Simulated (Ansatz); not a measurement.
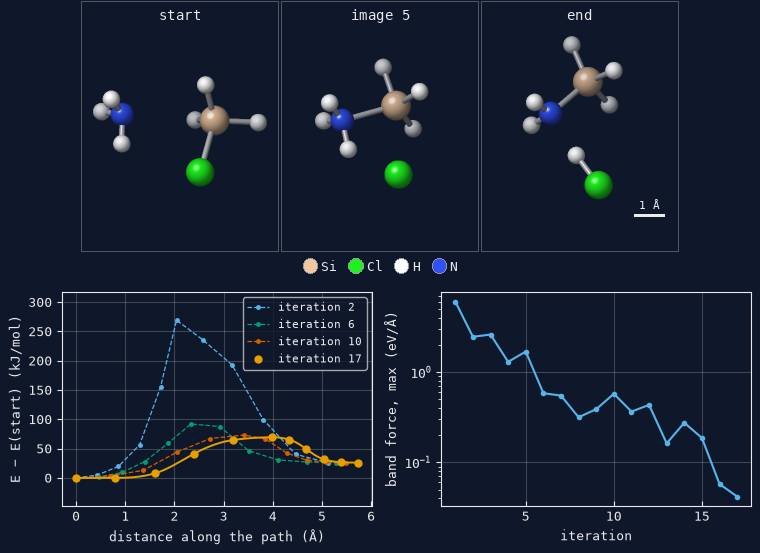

A search for the minimum-energy path of SiNH6Cl, made up at the start of SiH3Cl and NH$_{3}$ by the nudged elastic band. Images are numbered from 0 (start) to 10 (end). The plot follows the band through its iterations. The picture is a ball-and-stick view, seen at a tilt.

These are results of RKS BLYP/def2-SVP in Ansatz, not measurements. Run with 9 movable images; climbing image; force threshold 0.05 eV/Å; iteration limit 60; starting path through a guess of the saddle point.

How did the profile develop, and is the result final?

The result is final at these settings. The band converged in 17 iterations. The largest component of the band force went from 6.1 to 0.042 eV/Å. The climbing image converged on the top of the path. Its vibrational analysis gives one imaginary mode (129i cm⁻¹), as a transition state must have. The first iteration put the highest image at 400.7 kJ/mol. The highest point, image 5, lies 69.5 kJ/mol above the start and 43.4 kJ/mol above the end; the end is at +26.1 kJ/mol relative to the start.

Limits of the set-up: the start holds two separate molecules, 2.9 Å apart at their closest, whose relative position is a soft coordinate and is computed without a dispersion correction.

The run took 6.3 min on 1 thread of Arm Neoverse V1, with other jobs on the host, peak memory 0.094 GiB.
